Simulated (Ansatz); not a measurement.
# GeF2 (SMILES [F][Ge][F]) at PBE/STO-3G

Aim: the vertical ionisation energy of GeF2 at PBE/STO-3G, from 2 runs. 

The results are computed with Ansatz 0.2.0.

50 further runs of the same task are left out: 17 that didn't finish, 33 set aside as unsound or not needed.

### Step 1. The system as given

GeF2: 3 atoms, total charge 0, spin state singlet. As SMILES, `[F][Ge][F]`. The shape comes from GFN2-xTB, which is rough for such elements, and wasn't checked as a minimum.

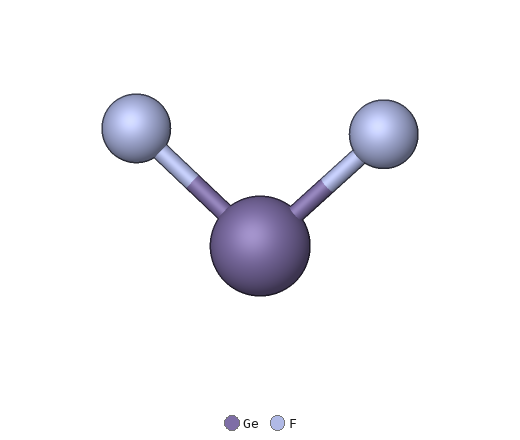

The structure, seen from a chosen angle (germanium purple, fluorine light blue).

### Step 2. The energy at PBE/STO-3G

Input file job.yaml:

```yaml
crystal:
  periodic: [false, false, false]
  atoms:
    - {symbol: Ge, position_ang: [0.004500, -0.007920, -0.812340]}
    - {symbol: F, position_ang: [1.320810, -0.018750, 0.415140]}
    - {symbol: F, position_ang: [-1.325320, 0.026670, 0.397200]}
basis:
  gaussian:
    orbitals: STO-3G
hamiltonian:
  xc: pbe
accuracy: high
```

Started as:

```sh
ansatz run job.yaml --threads 1 --pin off --max-ram 2610MiB --events-out events.jsonl --progress --plain --runs-dir runs
```

Standard output:

```text
Warning: RAYON_NUM_THREADS=1 ignored (pool sized by the plan → 1); use --threads N
Functional definition: PBE
  name "PBE"
  parameter kappa = 0.804
  parameter beta = 0.06672455060314922
  exchange = pbe_x(kappa = kappa, mu = beta*pi^2/3)
  correlation = pbe_c(beta = beta)
423 factors; integrals over basis functions are off by at most 4.6e-9 eV
mean field evaluation 1: about -61087.2525 eV, gradient 1.9e2 eV
mean field evaluation 2: about -61106.5475 eV, gradient 1.0e2 eV
mean field evaluation 4: about -61204.4495 eV, gradient 1.5e1 eV
mean field evaluation 8: about -61205.2188 eV, gradient 3.6e0 eV
mean field evaluation 16: about -61205.2445 eV, gradient 1.2e-3 eV
mean field evaluation 32: about -61155.8044 eV, gradient 6.2e1 eV
mean field -61205.24447397 eV, -2249.2512480138 hartree, gradient 4.0e-8 eV, S^2 0.000000; 0 other end points of the search recorded, 0 dependent functions left out
reference -61205.24447529 eV, -2249.2512480623 hartree; 25, 25 occupied and 3, 3 virtual orbitals, 423 factors
Total energy: -61205.24447529 eV, -2249.2512480623 hartree
```

It took 1.3 s on 1 thread of Arm Neoverse V1, shared host; peak memory 0.092 GiB.

### Step 3. The doublet cation, same level

Input file in.yaml:

```yaml
crystal:
  periodic: [false, false, false]
  atoms:
    - {symbol: Ge, position_ang: [0.004500, -0.007920, -0.812340]}
    - {symbol: F, position_ang: [1.320810, -0.018750, 0.415140]}
    - {symbol: F, position_ang: [-1.325320, 0.026670, 0.397200]}
basis:
  gaussian:
    orbitals: STO-3G
magnetization:
  spin_polarized: true
  initial_magnetization: 1
total_charge: 1
hamiltonian:
  xc: {name: PBE}
accuracy: high
```

Started as:

```sh
ansatz run in.yaml --threads 1 --pin off --max-ram 2610MiB --events-out events.jsonl --progress --plain --runs-dir runs
```

Standard output, cut to the lines that bear on the results:

```text
Warning: RAYON_NUM_THREADS=1 ignored (pool sized by the plan → 1); use --threads N
[... 2 set-up lines as earlier in the session ...]
[...]
421 factors; integrals over basis functions are off by at most 4.6e-9 eV
[...]
mean field -61198.38428960 eV, -2248.9991408881 hartree, gradient 2.4e-8 eV, S^2 0.752056; 8 other end points of the search recorded, 0 dependent functions left out
reference -61198.38429088 eV, -2248.9991409349 hartree; 25, 24 occupied and 3, 4 virtual orbitals, 421 factors
Total energy: -61198.38429088 eV, -2248.9991409349 hartree
```

Run time: 8.4 s. Hardware: 1 thread of Arm Neoverse V1, shared host; peak memory 0.13 GiB.

### Step 4. Outcome

At PBE/STO-3G:

```
                                          quantity           value
                        singlet GeF2: total energy  -2249.25125 Eh
                      doublet cation: total energy  -2248.99914 Eh
                              doublet cation: ⟨S²⟩           0.752
vertical ionisation energy (to the doublet cation)        6.860 eV
```

In words: Removing an electron at fixed nuclei costs 6.86 eV (158 kcal/mol). In a minimal basis such a difference can be off by several eV, whatever the method.
